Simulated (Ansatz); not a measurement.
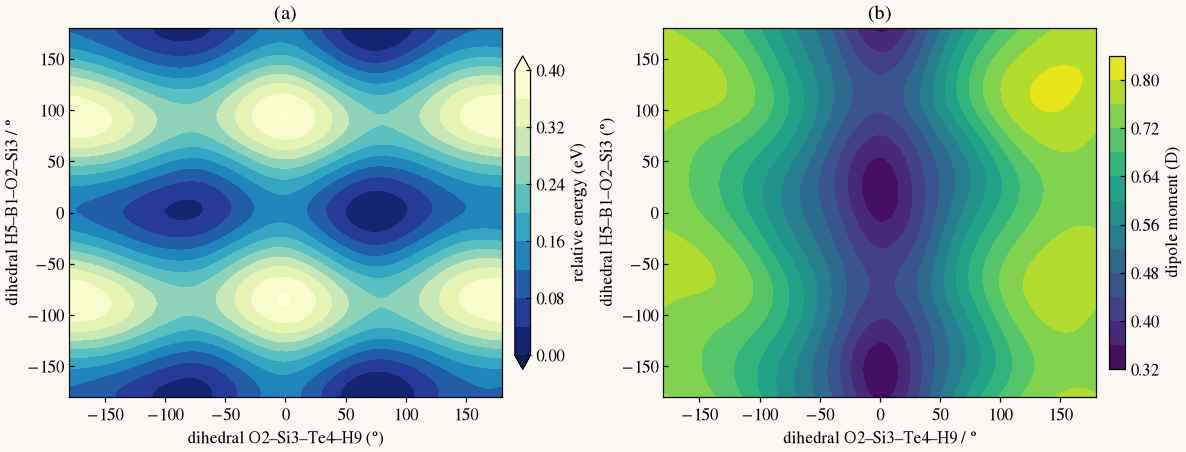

BH5OSiTe, SMILES BO[SiH2][TeH]. 
- First axis: dihedral O2–Si3–Te4–H9. Second axis: dihedral H5–B1–O2–Si3.
- Nothing is relaxed (all other coordinates rigid).
- The scan uses a 10 × 10 grid.
- All energies are given in eV relative to the lowest grid point.
- Method: Ansatz 0.2.0, RKS r2SCAN-D4/def2-TZVP.

Panel (a) is the energy and panel (b) the computed dipole moment on the same grid.

The picture shows filled contours, one colour for all values above the top of the scale. Between grid points the surface is interpolated.

How does the dipole moment vary over the map, and what is it at the lowest grid point?

Answer. Leaving out the highest fifth of the energies, it runs from 0.34 D at dihedral O2–Si3–Te4–H9 = 0°, dihedral H5–B1–O2–Si3 = −144° to 0.80 D at dihedral O2–Si3–Te4–H9 = 144°, dihedral H5–B1–O2–Si3 = 144°. At the lowest grid point, dihedral O2–Si3–Te4–H9 = 72°, dihedral H5–B1–O2–Si3 = −180°, it is 0.60 D.

```
dihedral H5–B1–O2–Si3 ↓, dihedral O2–Si3–Te4–H9 →  −180  −144  −108   −72   −36     0    36    72   108   144
                                              144  0.79  0.77  0.71  0.60  0.50  0.42  0.51  0.66  0.76  0.80
                                              108  0.78  0.77  0.73  0.63  0.51  0.45  0.53  0.66  0.77  0.81
                                               72  0.76  0.72  0.68  0.59  0.47  0.39  0.47  0.59  0.72  0.77
                                               36  0.74  0.70  0.63  0.54  0.43  0.34  0.44  0.55  0.66  0.73
                                                0  0.75  0.71  0.64  0.54  0.45  0.35  0.44  0.57  0.67  0.74
                                              −36  0.77  0.75  0.69  0.58  0.48  0.40  0.47  0.62  0.72  0.77
                                              −72  0.77  0.76  0.72  0.63  0.51  0.43  0.50  0.63  0.74  0.78
                                             −108  0.75  0.73  0.70  0.61  0.49  0.39  0.46  0.58  0.71  0.76
                                             −144  0.75  0.71  0.66  0.57  0.45  0.34  0.44  0.56  0.67  0.74
                                             −180  0.76  0.73  0.66  0.57  0.47  0.35  0.46  0.60  0.70  0.76
```
